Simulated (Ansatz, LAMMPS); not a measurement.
# Static equation of state of glassy 72SiO2-17Al2O3-6BaO-6ZnO (mol %) (116 atoms)

Density of this cell: 2.88 g/cm³. The cell holds 116 atoms: 26 Si, 12 Al, 2 Ba, 2 Zn and 74 O. Cell: a = 11.511 Å, b = 11.716 Å, c = 11.323 Å, α = 87.0°, β = 91.9°, γ = 91.3°. The starting structure: 116 atoms (26 Si, 12 Al, 2 Ba, 2 Zn, 74 O) placed at random at 3.22 g/cm³, melted at 4000 K for 10 ps at fixed volume with the Morse and Coulomb pair potential with partial charges (Pedone, Malavasi, Menziani, Cormack and Segre, J. Phys. Chem. B 110, 11780 (2006)). Quenched from 4000 K to 300 K at 50 K/ps and fixed volume, held 5 ps.

Calculated with Ansatz 0.2.0: Kohn-Sham DFT, revPBE, PAW (set soft_2), plane waves; cutoff 420 eV, Γ point, fixed occupations. Cell and atoms were relaxed first, to V0 = 13.137 Å³ an atom at a residual P0 = -0.009 GPa. The cell was then scaled evenly, and the atoms were relaxed at each volume.

| volume (Å³/atom) | pressure (GPa) |
| --- | --- |
| 11.823 | 7.485 |
| 12.349 | ? |
| 12.743 | 2.091 |
| 13.531 | -1.301 |
| 13.925 | -2.822 |

**Question.** Fit the third-order Birch–Murnaghan equation to the rows given and interpolate to the withheld row.

Worked fit:

Take the Eulerian strain f = ½[(V0/V)^(2/3) − 1] and the normalised pressure F = (P − P0) / [3f(1 + 2f)^(5/2)]. The third-order Birch–Murnaghan equation is then the line F = B0 + (3/2)B0(B′ − 4) f, so u = f and v = F.

| u = f | v = F (GPa) |
| --- | --- |
| 0.0363827 | 57.5978 |
| 0.0102567 | 64.8709 |
| -0.00975633 | 46.3738 |
| -0.0190504 | 54.2396 |

With n = 4: mean u = 0.00445815, mean v = 55.7705, Σ(u − ū)² = 0.0018075, Σ(u − ū)(v − v̄) = 0.28066. Slope b = 0.28066 / 0.0018075 = 155.28; intercept a = v̄ − b ū = 55.078.

So B0 = a = 55.1 GPa and B′ = 4 + 2b/(3a) = 5.88. At the withheld volume f = 0.02106, F = a + b f = 58.35 GPa, and P = P0 + 3f(1 + 2f)^(5/2) F.

Prediction at 12.349: 4.077 GPa. The run gave 4.107 GPa, so the fit is low by 0.029 GPa (0.71 % of the value).

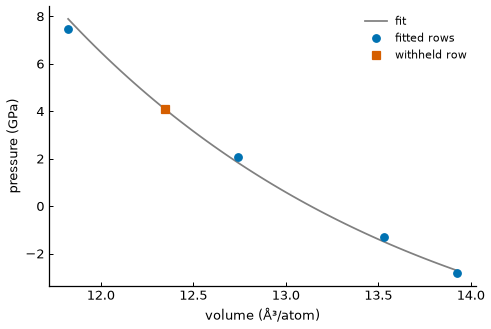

The fit, the rows that it rests on and the withheld row.

The series isn't one smooth equation of state: even a line fitted to all rows, the withheld one included, misses F by up to 15.6 %, the count of bonds changes along the series, an atom moves over 0.5 Å in some relaxation and a scaled cell ends below the relaxed one in energy. B0 and B′ are then only the numbers of this fit, not moduli of the material. Among the rows given, the largest miss of the fit is at 11.823, by 0.41 GPa (4.0 % of the range of the table).

Limits: Static cells at zero temperature; the cell shape is held. The program notes that the SCF threshold of these relaxations is loose for the stress. The quench rate of 50 K/ps is many orders above laboratory rates, so the cell is likely richer in defects and strain than a real sample. The network of bonds at the start is that of the classical potential that made the cell, and needn't be the one that DFT or experiment would give. Only the Γ point is sampled, in a cell whose shortest periodic width is 11 Å.

[Hosts, paths, dates, database ids (printed as entryN), source tags and the programs' standing remarks are cut or masked in the printed files.]
